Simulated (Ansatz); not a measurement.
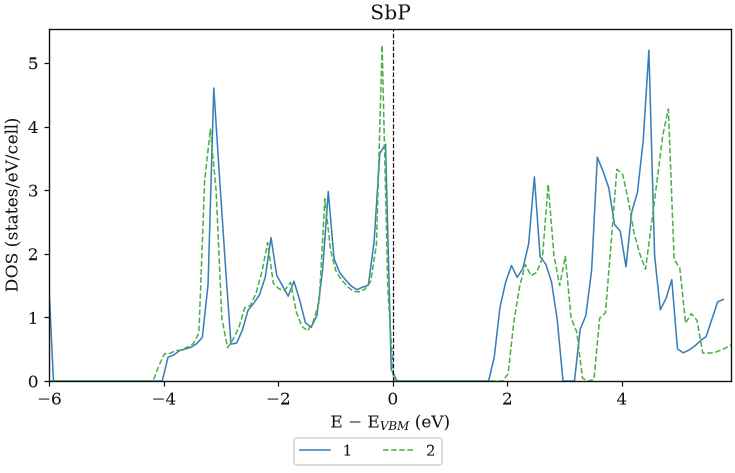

Total densities of states of SbP (sheet), 2 atoms in the cell, by two methods on the same cell. Each is counted from its own valence-band top.

Which curve is which? The methods: PBE, r2SCAN.

Answer. 1 is PBE; 2 is r2SCAN. PBE gives a gap of 1.74 eV and r2SCAN gives a gap of 2.02 eV.

Settings. PBE: DFT PBE, scalar-relativistic, plane waves, PAW, no spin polarisation, 12×12×1 k mesh, 420 eV cutoff, Gaussian smearing of 0.02 eV (Ansatz 0.2.0). r2SCAN: DFT r2SCAN, scalar-relativistic, plane waves, PAW, no spin polarisation, 12×12×1 k mesh, 500 eV cutoff (Ansatz 0.2.0).

The structure is an invented one, so it need not be a known or stable phase. Spin-orbit coupling is left out, which matters for Sb.
